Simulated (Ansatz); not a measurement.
# Screened interactions in K2NbCl4 (started from the K2NiF4 type) (I4/mmm)

Aim: U, U′ and J for the Nb t2g shell of K2NbCl4 (started from the K2NiF4 type) (I4/mmm).

Main program and level: Ansatz 0.2.0; non-magnetic LDA, then constrained RPA, plane waves, PAW.

The structure was built from a prototype and need not be the compound's stable phase.

### Step 1. The starting structure

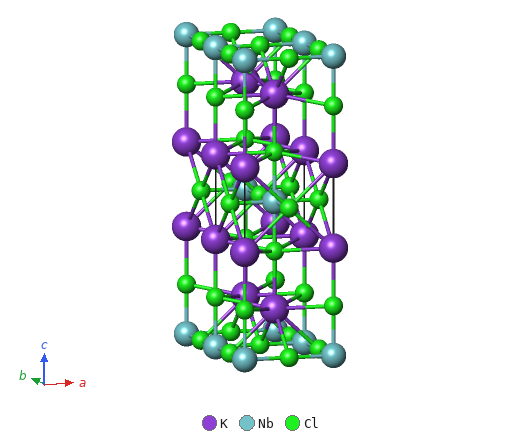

The cell as given, slightly off an axis (potassium purple, niobium teal, chlorine green). 1×2×1 cells are drawn. This picture shows the conventional cell, with its axes. Some periodic images of atoms are drawn too.

Structure file:

```cif
data_structure
_symmetry_space_group_name_H-M 'I4/mmm'
_symmetry_Int_Tables_number 139
_cell_length_a 4.7413
_cell_length_b 4.7413
_cell_length_c 15.3549
_cell_angle_alpha 90.000
_cell_angle_beta 90.000
_cell_angle_gamma 90.000
_cell_volume 345.17
loop_
_atom_site_label
_atom_site_type_symbol
_atom_site_symmetry_multiplicity
_atom_site_Wyckoff_symbol
_atom_site_fract_x
_atom_site_fract_y
_atom_site_fract_z
_atom_site_occupancy
K1 K 4 e 0.00000 0.00000 0.35872 1
Nb1 Nb 2 a 0.00000 0.00000 0.00000 1
Cl1 Cl 4 c 0.50000 0.00000 0.00000 1
Cl2 Cl 4 e 0.00000 0.00000 0.16570 1
```

The structure was relaxed with LDA. The structure type comes from a generator and need not be one that this composition takes. The structure was generated from a model, not taken from a measurement. The runs that relaxed it are not among those shown. The program's search for lower electronic states was switched off, so nothing shows that the state found is the lowest. The default PAW set here is soft_2. Its files were made with PBE.

### Step 2. LDA bands and orbital weights

This step: DFT, LDA, plane waves, PAW.

input.yaml

```yaml
crystal:
  lattice:
    - [2.37064093, -2.37064093, 7.67745525]
    - [-2.37064093, 2.37064093, 7.67745525]
    - [-2.37064093, -2.37064093, -7.67745525]
  atoms:
    - { symbol: K, position: [0.3587212073, 0.3587212073, 0.0] }
    - { symbol: K, position: [0.6412787927, 0.6412787927, 0.0] }
    - { symbol: Nb, position: [0.0, 0.0, 0.0] }
    - { symbol: Cl, position: [0.0, 0.5, 0.5] }
    - { symbol: Cl, position: [0.5, 0.0, 0.5] }
    - { symbol: Cl, position: [0.1657031204, 0.1657031204, 0.0] }
    - { symbol: Cl, position: [0.8342968796, 0.8342968796, 0.0] }
kpoints:
  mp_grid: { grid: [8, 8, 8] }
  band_path:
    path:
      - [[0.0, 0.0, 0.0], [0.0, 0.0, 0.5], [0.25, 0.25, 0.25], [0.0, 0.5, 0.0], [0.0, 0.0, 0.0], [0.5, 0.5, -0.5], [0.27295684, 0.72704316, -0.27295684]]
      - [[-0.27295684, 0.27295684, 0.27295684], [0.0, 0.0, 0.0]]
      - [[0.0, 0.0, 0.5], [-0.04591368, 0.04591368, 0.5]]
      - [[0.5, 0.5, -0.04591368], [0.5, 0.5, -0.5]]
    npoints: 10
hamiltonian:
  xc: lda
scf:
  occupations: { method: gaussian, width: 0.08 }
  n_extra_bands: 19
  max_iter: 150
  lower_state_search: "off"
output:
  eigenvalues: true
  forces: true
  stress: true
  fatbands: true
  write_density: true
  write_potential: true
  elf: true
  volumetric_format: npy
```

Command:

```bash
ansatz run input.yaml --threads 4 --pin off --max-ram 14745MiB --backend cpu --events-out ev --progress --plain --runs-dir out
```

Numbers of over 12 decimals in the logs are rounded to 6 here.

The log of the run:

```text
basis.fft_grid_basis auto: the FFT boxes are laid along the combinations [[1, -1, 0], [0, 1, 0], [1, 0, 1]] of the cell's own vectors, 6.705, 8.378 and 4.741 Å long. The dense box has 45×60×32 points. Along the cell's own vectors, as sized, it would have 60×60×60, 2.50 times as many. Of the 16 symmetry operations that the crystal satisfies within crystal.symmetry.tolerance (time reversal apart; of a slab, those that  [...]
scf.n_extra_bands = 19 over 30 filled bands (N_el = 59.0): the run solves 49 bands
Engine: ansatz 0.2.0, aarch64-unknown-linux-gnu
Pseudopotentials: kind: paw
Pseudopotential: K, paw, valence charge 9, recommended cutoff 420 eV (normal), K.paw.azcp
Pseudopotential: Nb, paw, valence charge 13, recommended cutoff 420 eV (normal), Nb.paw.azcp
Pseudopotential: Cl, paw, valence charge 7, recommended cutoff 420 eV (normal), Cl.paw.azcp
Functional definition: SPW92
  exchange = slater_x
  correlation = pw_c
Crystal: 7 atoms, lattice volume = 172.587 Å³
Basis set: ecut = 420 eV, 3321 PW (Γ), FFT grids on a1−a2, a2, a1+a3
Bands: 49, of which v1, the nominal top of the filled ones, is band 30 counted from 1 (29 counted from 0)
Symmetry: 16 space group operations
Space group: I4/mmm (ITA 139), of the structure as read, at distance tolerance 5.6e-5 Å
k-points: 59 of 512
Non-local potential: K, projectors of the file, l = 0: 3, l = 1: 2, l = 2: 2
Non-local potential: Nb, projectors of the file, l = 0: 3, l = 1: 2, l = 2: 2, l = 3: 1
Non-local potential: Cl, projectors of the file, l = 0: 2, l = 1: 2, l = 2: 2
PAW form: soft (Blöchl's): semilocal exchange-correlation on the pseudo side does not see the compensation charge
PAW frozen core: K, regenerated for the run's functional, and the local potential with it (the file was generated under x = pbe(κ = 0.804, μ = 0.219515), c = pbe(β = 0.066725))
PAW frozen core: Nb, regenerated for the run's functional, and the local potential with it (the file was generated under x = pbe(κ = 0.804, μ = 0.219515), c = pbe(β = 0.066725))
PAW frozen core: Cl, regenerated for the run's functional, and the local potential with it (the file was generated under x = pbe(κ = 0.804, μ = 0.219515), c = pbe(β = 0.066725))
PAW one-centre angular grid: K, 110 points (default); XC on 64 Gauss nodes
PAW one-centre angular grid: Nb, 590 points (default); XC on 64 Gauss nodes
PAW one-centre angular grid: Cl, 110 points (default); XC on 64 Gauss nodes
Initial density: superposition of atomic densities (neutral atoms: chi_scale 0, normalization atom), corrected by the library's trained network
Initial wavefunctions: pseudopotential atomic-orbital guess
Functional: x = slater, c = lda
SCF iter   1: F=—  HF=-11621.303899 eV  |F-HF|=—  |Δ(HF+E_count)|=         —  Δρ=7.68e-3  dr2=6.77e-2  ethr=1.77e-3  ⟨swp⟩=6.6  Hψ=13829  notcnv=0  defer=355
preconditioner: auto → LDOS  [metal: Δε(μ)=0.013 eV  Ē_g=14.288 eV  σ=0.080 eV  W_gap=0.09  n_scr=32 (ndim 8)  ℏωp=19.4 eV  f_vac=0.080  D(μ)=6.07/eV (n_scr^D=50)  β→1.0]
SCF iter   2: F=—  HF=-11621.286493 eV  |F-HF|=—  |Δ(HF+E_count)|=   1.74e-2  Δρ=3.63e-3  dr2=1.37e-2  ethr=1.15e-4  ⟨swp⟩=2.0  Hψ=5035  notcnv=0  defer=611
SCF iter   3: F=—  HF=-11621.283023 eV  |F-HF|=—  |Δ(HF+E_count)|=   3.47e-3  Δρ=1.43e-3  dr2=2.42e-3  ethr=2.32e-5  ⟨swp⟩=2.1  Hψ=3883  notcnv=0  defer=611
SCF iter   4: F=—  HF=-11621.282326 eV  |F-HF|=—  |Δ(HF+E_count)|=   6.97e-4  Δρ=3.10e-4  dr2=1.60e-4  ethr=4.09e-6  ⟨swp⟩=2.5  Hψ=3912  notcnv=0  defer=611
SCF iter   5: F=—  HF=-11621.282284 eV  |F-HF|=—  |Δ(HF+E_count)|=   4.23e-5  Δρ=7.90e-5  dr2=2.06e-5  ethr=2.71e-7  ⟨swp⟩=2.3  Hψ=3638  notcnv=0  defer=611
SCF iter   6: F=—  HF=-11621.282481 eV  |F-HF|=—  |Δ(HF+E_count)|=   1.97e-4  Δρ=4.05e-5  dr2=7.68e-6  ethr=3.49e-8  ⟨swp⟩=2.0  Hψ=2708  notcnv=0  defer=609
SCF iter   7: F=—  HF=-11621.282479 eV  |F-HF|=—  |Δ(HF+E_count)|=   1.36e-6  Δρ=2.59e-5  dr2=2.14e-6  ethr=1.30e-8  ⟨swp⟩=2.0  Hψ=2482  notcnv=0  defer=609
SCF iter   8: F=—  HF=-11621.282479 eV  |F-HF|=—  |Δ(HF+E_count)|=   4.75e-7  Δρ=1.04e-5  dr2=2.70e-7  ethr=3.62e-9  ⟨swp⟩=2.2  Hψ=2975  notcnv=0  defer=609
SCF iter   9: F=-11621.282479 eV  HF=-11621.282479 eV  |F-HF|=4.52e-8  |Δ(HF+E_count)|=   5.20e-8  Δρ=4.32e-6  dr2=5.41e-8  ethr=1.69e-10  ⟨swp⟩=16.5  Hψ=20645  notcnv=0
SCF 1 converged in 9 iterations: F = -11621.282479 eV  dr2 = 5.41e-8
  greatest PAW one-centre occupation: 0.997 electrons in one spin orbital (limit 2), on the Nb atom at site 2 (counted from 0), in its partial waves of l = 0
NSCF: frozen V_eff on 94 k-points
SCF converged after 9 iterations
Free energy (F): -11621.282479 eV
Harris-Foulkes:  -11621.282479 eV  (|F-HF|=4.52e-8)
Internal energy: -11621.260406 eV  (E = F + TS)
E sigma→0 (E₀):  -11621.271442 eV
Entropy (-TS):   -0.022073 eV (-3.153 meV/atom)
Fermi energy:    7.387584 eV
--- Per-component energies (eV) ---
  E_band       = -448.548035
  E_kinetic    = 1554.187174
  E_local      = -3714.418140  (includes V_loc(G=0)·N_el)
  E_nonlocal   = 278.137582
  E_hartree    = 1313.463104
  E_xc         = -865.640395
  E_vxc        = -1027.700592  (∫ρ·V_xc dr)
  E_paw        = -6952.519978  (= ΣΔE_a)
  E_vpaw       = -165.682567  (= ΣTr[D̂ρ^β])
  E_aug_tail   = 0.000391  (compensation charges beyond the density's cutoff)
  E_ewald      = -3236.172805
  E_core_change = 1.702661  (= ΣΔE_core)
  E_smearing   = -0.022073  (= −TS)
  E_closure    = 0.000000  (closes the sum)
  Σ components = -11621.282479   (vs F -11621.282479, Δ=0.00e0)
--- Forces (eV/Å), atoms counted from 1 ---
  atom   1  K      0.00000000    -0.00000000    -0.03120950
  atom   2  K      0.00000000     0.00000000     0.03120950
  atom   3  Nb     0.00000000     0.00000000    -0.00000000
  atom   4  Cl     0.00000000    -0.00000000     0.00000000
  atom   5  Cl    -0.00000000     0.00000000    -0.00000000
  atom   6  Cl     0.00000000    -0.00000000    -0.02761393
  atom   7  Cl    -0.00000000     0.00000000     0.02761393
  max |Σ_I F_I| component: 6.94e-18 eV/Å
--- Stress (GPa, compression-positive) ---
        0.044601      -0.000000       0.000000
       -0.000000       0.044601       0.000000
        0.000000       0.000000      -0.048352
  P = ⅓ Tr σ = 0.0136 GPa (0.136 kbar)
--- Band table (eV; the first three rows and the last of 59) ---
  k-point 0: bands = [... 26 lower, 3.0367, 3.0367, 5.6296, 6.6103, 6.6103, 7.7644, 8.1455, 9.0300, ... 15 higher]
  k-point 1: bands = [... 26 lower, 2.9072, 2.9619, 6.1584, 6.8017, 6.8199, 8.4386, 8.4746, 9.4884, ... 15 higher]
  k-point 2: bands = [... 26 lower, 2.8499, 2.9247, 7.1697, 7.3424, 7.3659, 9.1408, 10.0321, 10.3765, ... 15 higher]
  k-point 58: bands = [... 26 lower, 2.7921, 2.7921, 5.6311, 6.7889, 6.7889, 7.7611, 8.8405, 9.3850, ... 15 higher]
```

Run time: 18 s. Hardware: 4 threads of Arm Neoverse V1, shared host; peak memory 0.84 GiB.

In the SCF lines HF is the Harris–Foulkes energy and dr2 the Hartree energy of the density residual, in eV; the loop may stop once dr2 is under the threshold and the program's other checks hold. Hψ counts applications of the Hamiltonian.

This step gave:

```
pressure : 0.01362 GPa
```

Electronic bands along the path, in eV, zero at the Fermi level:

```tsv
point	band 26	band 27	band 28	band 29	band 30	band 31	band 32	band 33
Γ	-4.44	-4.35	-4.35	-1.76	-0.78	-0.78	0.38	0.76
X	-4.63	-4.56	-4.17	0.89	1.04	1.31	2.49	2.99
P	-4.56	-4.31	-4.31	0.96	0.96	1.32	2.36	3.34
N	-4.69	-4.55	-4.40	-0.59	0.33	0.86	0.96	2.71
Γ	-4.44	-4.35	-4.35	-1.76	-0.78	-0.78	0.38	0.76
M	-4.80	-4.60	-4.60	-1.76	-0.60	-0.60	0.37	1.45
S	-4.88	-4.57	-4.32	-0.58	0.28	0.83	0.95	2.71
jump to S0	-4.88	-4.57	-4.32	-0.58	0.28	0.83	0.95	2.71
Γ	-4.44	-4.35	-4.35	-1.76	-0.78	-0.78	0.38	0.76
jump to X	-4.63	-4.56	-4.17	0.89	1.04	1.31	2.49	2.99
R	-4.61	-4.60	-4.18	0.82	1.00	1.23	2.49	3.02
jump to G	-4.61	-4.60	-4.18	0.82	1.00	1.23	2.49	3.02
M	-4.80	-4.60	-4.60	-1.76	-0.60	-0.60	0.37	1.45
```

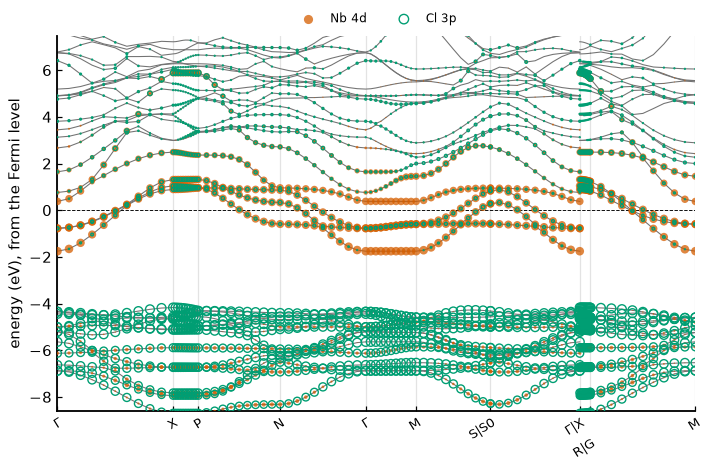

Electronic bands along the path; dots are coloured as in the legend, and their area grows with the weight.

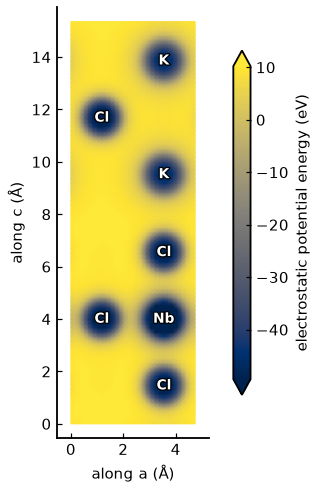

Electrostatic potential energy in the ac plane of the conventional cell at fractional y = 0.000, with atoms of K and Nb and Cl within 0.2 Å of it. With pseudopotentials it is smooth inside the atoms' cores, unlike the true potential. The map starts off the cell's origin, so that atoms lie inside it.

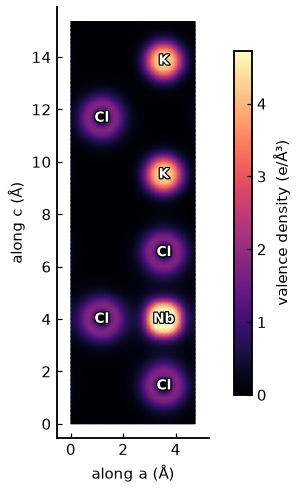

Valence density in the ac plane of the conventional cell at fractional y = 0.000, with atoms of K and Nb and Cl within 0.2 Å of it. It is the smooth field of the valence electrons, not physical close to the nuclei. The map starts off the cell's origin, so that atoms lie inside it.

### Step 3. Constrained RPA: Nb t2g, bands v2 to c1, 4×4×4 mesh, medium accuracy

Constrained RPA screens the interaction with every transition except those inside the target bands, which a later many-body model would treat itself.

This step: constrained RPA on LDA, plane waves, PAW.

input.yaml, the sections that differ from step 2:

```yaml
kpoints:
  mp_grid: { grid: [8, 8, 8] }
output:
  crpa:
    kmesh: [4, 4, 4]
    target_bands: [v2, c1]
    projections: [{ species: Nb, l: d, shell: 4, orbitals: [dxz, dyz, dxy] }]
  local_orbitals:
    kmesh: [8, 8, 8]
    orbitals: [{ species: Nb, l: d, shell: 4, orbitals: [dxz, dyz, dxy] }]
    window: { bands: [v2, c1] }
    seedname: lo
# crystal, hamiltonian, scf: as in step 2
```

The log of the run:

```text
[...]
Crystal: 7 atoms, lattice volume = 172.587 Å³
Basis set: ecut = 420 eV, 3321 PW (Γ)
Bands: 49, of which v1, the nominal top of the filled ones, is band 30 counted from 1 (29 counted from 0)
[... 1 set-up line as in the run before ...]
[...]
k-points: 59 of 512
[...]
SCF iter   1: F=—  HF=-11621.303879 eV  |F-HF|=—  |Δ(HF+E_count)|=         —  Δρ=7.67e-3  dr2=6.76e-2  ethr=1.77e-3  ⟨swp⟩=6.5  Hψ=13826  notcnv=0  defer=357
[...]
SCF iter   9: F=-11621.282479 eV  HF=-11621.282479 eV  |F-HF|=4.50e-8  |Δ(HF+E_count)|=   4.45e-8  Δρ=4.29e-6  dr2=5.39e-8  ethr=1.69e-10  ⟨swp⟩=11.3  Hψ=11883  notcnv=0
SCF 1 converged in 9 iterations: F = -11621.282479 eV  dr2 = 5.39e-8
[...]
NSCF: frozen V_eff on 63 k-points
[...]
cRPA screening: q 1/64
cRPA screening: q 2/64
cRPA screening: q 6/64 (q-point 3)
cRPA screening: q 8/64 (q-point 5)
cRPA screening: q 16/64 (q-point 6)
cRPA screening: q 32/64 (q-point 9)
cRPA screening: q 36/64 (q-point 10)
cRPA screening: q 44/64 (q-point 22)
cRPA screening: q 46/64 (q-point 24)
cRPA screening: q 48/64 (q-point 27)
cRPA screening: q 56/64 (q-point 30)
cRPA screening: q 60/64 (q-point 31)
cRPA screening: q 64/64 (q-point 43)
SCF converged after 9 iterations
Free energy (F): -11621.282479 eV
[...]
Internal energy: -11621.260407 eV  (E = F + TS)
E sigma→0 (E₀):  -11621.271443 eV
Entropy (-TS):   -0.022073 eV (-3.153 meV/atom)
Fermi energy:    7.387565 eV
[...]
--- Band table (eV; the first three rows and the last of 59) ---
  k-point 0: bands = [... 26 lower, 3.0367, 3.0367, 5.6296, 6.6102, 6.6102, 7.7644, 8.1455, 9.0300, ... 15 higher]
  k-point 1: bands = [... 26 lower, 2.9072, 2.9619, 6.1583, 6.8017, 6.8198, 8.4386, 8.4746, 9.4884, ... 15 higher]
  k-point 2: bands = [... 26 lower, 2.8499, 2.9247, 7.1696, 7.3424, 7.3658, 9.1408, 10.0321, 10.3765, ... 15 higher]
  k-point 58: bands = [... 26 lower, 2.7921, 2.7921, 5.6311, 6.7889, 6.7889, 7.7611, 8.8405, 9.3850, ... 15 higher]
--- cRPA (band scheme, projected local orbitals): target bands 29..31 (1-based), 3 Wannier function(s), 4×4×4 mesh, 62 bands' worth read of 67 solved, ecut_chi 136.0 eV, v(q+G=0) probe_charge, pair densities all_electron ---
  χ-basis size per q: N_G = 608..635
  window electrons = 3.0000, filled by tetrahedron_uncorrected; constrained ε̄⁻¹(q = 0, 0) head = 0.298151; min gauge Gram eig = 0.6544
  Kanamori averages over each shell's own Wannier functions (sites counted from 0, functions from 1):
    Site 2, 4D, 3 of 5 d orbitals (Wannier functions 1, 2, 3; wannier90's mr 2, 3, 5):
      screened: U = 3.0921 eV, U' = 2.5498 eV, J = 0.2479 eV
      screened, to within: U = 6.0e-3 eV, U' = 6.0e-3 eV, J = 4.1e-4 eV
      bare: V = 10.0430 eV, V' = 9.2780 eV, J = 0.3558 eV
  Hermiticity witness max|P − P†| over intra, direct and exchange elements: 4.44e-15 eV (screened), 6.03e-23 eV (bare)
  Reality witness max|Im| over intra, direct and exchange elements: 3.75e-18 eV (screened), 1.37e-17 eV (bare)
```

The job ended after 4.2 min (4 threads; peak memory 1.2 GiB; 17 min of CPU time).

Numbers from this step:

```yaml
u: 3.092 eV
u_prime_inter_orbital: 2.550 eV
j: 0.2479 eV
bare_v: 10.04 eV
bare_j: 0.3558 eV
stated_bound_on_u: 0.005967 eV
u_over_bare_v: 0.3079
electrons_in_the_window: 3.000
head_of_the_constrained_inverse_dielectric_matrix: 0.2982
least_eigenvalue_of_the_projection_s_overlap: 0.6544
target_functions: 3
bands_in_the_sums: 62
r_m_s_miss_of_the_model_bands: 5.94e-4 eV
width_of_the_target_bands: 3.075 eV
weight_of_the_projected_orbitals_in_the_window: 0.7977
```

On the Nb t2g shell, screening brings the on-site interaction from 10.0 eV down to U = 3.09 eV.

Kanamori averages over each shell's functions. Crpa shells, by row:

```tsv
site	element	shell	orbitals	U (eV)	U' (eV)	J (eV)	bare V (eV)	bare V' (eV)	bare J (eV)	bound on U (eV)
3	Nb	4D	3	3.092	2.55	0.2479	10.04	9.278	0.3558	0.005967
```

Density-density elements U_iijj, eV. U matrix, by row:

```tsv
orbital	Nb3 dxz	Nb3 dyz	Nb3 dxy
Nb3 dxz	3.078	2.538	2.556
Nb3 dyz	2.538	3.078	2.556
Nb3 dxy	2.556	2.556	3.12
```

Exchange elements U_ijji, eV. J matrix, by row:

```tsv
orbital	Nb3 dxz	Nb3 dyz	Nb3 dxy
Nb3 dxz	-	0.246	0.249
Nb3 dyz	0.246	-	0.249
Nb3 dxy	0.249	0.249	-
```

Projected local orbitals of the target window. The electronic bands at the labelled points (eV, zero at the Fermi level; # counts the bands kept):

```tsv
point	#1	#2	#3
Γ	-1.76	-0.78	-0.78
X	0.89	1.04	1.31
P	0.96	0.96	1.32
N	-0.59	0.33	0.86
Γ	-1.76	-0.78	-0.78
M	-1.76	-0.60	-0.60
S	-0.58	0.28	0.83
jump to S0	-0.58	0.28	0.83
Γ	-1.76	-0.78	-0.78
jump to X	0.89	1.04	1.31
R	0.82	1.00	1.23
jump to G	0.82	1.00	1.23
M	-1.76	-0.60	-0.60
```

The same for Kohn-Sham, solved directly:

```tsv
point	#1	#2	#3
Γ	-1.76	-0.78	-0.78
X	0.89	1.04	1.31
P	0.96	0.96	1.32
N	-0.59	0.33	0.86
Γ	-1.76	-0.78	-0.78
M	-1.76	-0.60	-0.60
S	-0.58	0.28	0.83
S0	-0.58	0.28	0.83
Γ	-1.76	-0.78	-0.78
X	0.89	1.04	1.31
R	0.82	1.00	1.23
G	0.82	1.00	1.23
M	-1.76	-0.60	-0.60
```

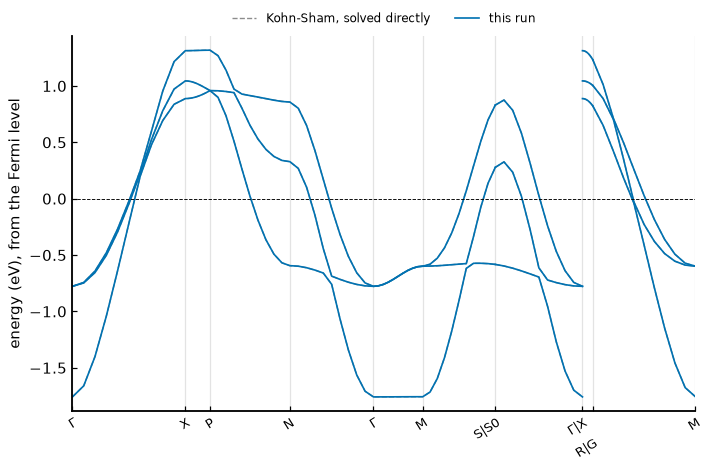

Electronic bands along the path; dashed: Kohn-Sham, solved directly.

Onsite levels, by row:

```tsv
orbital	level less Fermi level (eV)
Nb3 dxz	0.0574
Nb3 dyz	0.0574
Nb3 dxy	-0.0728
```

Largest distinct elements between sites. Hoppings, by row:

```tsv
from	to	cell	distance (Å)	t (eV)
Nb3 dxz	Nb3 dxz	0 1 1	4.741	-0.3847
Nb3 dxy	Nb3 dxy	0 -1 -1	4.741	-0.3624
Nb3 dxy	Nb3 dxy	-1 -1 -2	6.705	-0.0699
Nb3 dyz	Nb3 dyz	-2 0 -2	9.483	0.039
Nb3 dxy	Nb3 dxy	0 -2 -2	9.483	0.0341
Nb3 dxz	Nb3 dxz	-1 0 -1	4.741	-0.0227
Nb3 dxz	Nb3 dyz	1 1 2	6.705	0.0171
Nb3 dxz	Nb3 dyz	0 -1 0	8.378	0.0145
Nb3 dxz	Nb3 dxz	-1 0 0	8.378	-0.008
Nb3 dxy	Nb3 dxy	-2 1 -1	10.6	-0.0073
Nb3 dxy	Nb3 dxy	-3 0 -3	14.22	-0.0051
Nb3 dxy	Nb3 dxy	2 -2 0	13.41	-0.0035
```

### Step 4. What came out

```yaml
nb_t2g: U 3.09 eV, U′ 2.55 eV, J 0.25 eV, bare V 10.0 eV
method: constrained RPA on non-magnetic LDA, 4×4×4 mesh, static; search for lower states off
```

**Reading.** For Nb t2g, screening cuts the on-site interaction from 10.04 eV to 3.09 eV. U − 2J differs from U′ by +0.05 eV, so the Kanamori relation holds well. U is 1.0 times the width of the target bands. The parent state is non-magnetic and the interaction static (zero frequency); U depends on the window and the orbitals, so it belongs to this model alone. The bands cross the Fermi level under this constraint, which need not be the crystal's state: magnetic order, correlation or a lattice distortion may open a gap.

[Paths, hosts, dates, memory and timing lines, banners, echoed tables and standing remarks are left out of the program output.]

[Logs are printed without paths, hosts, clocks, repeated set-up lines and the standing remarks that a program may print on its own settings, such as how far it seeks lower states.]

[Runs of the session that timed out or met a known fault of the program may be left out.]

[Hosts, paths, dates, database ids (printed as entryN), source tags and the programs' standing remarks are cut or masked in the printed files.]
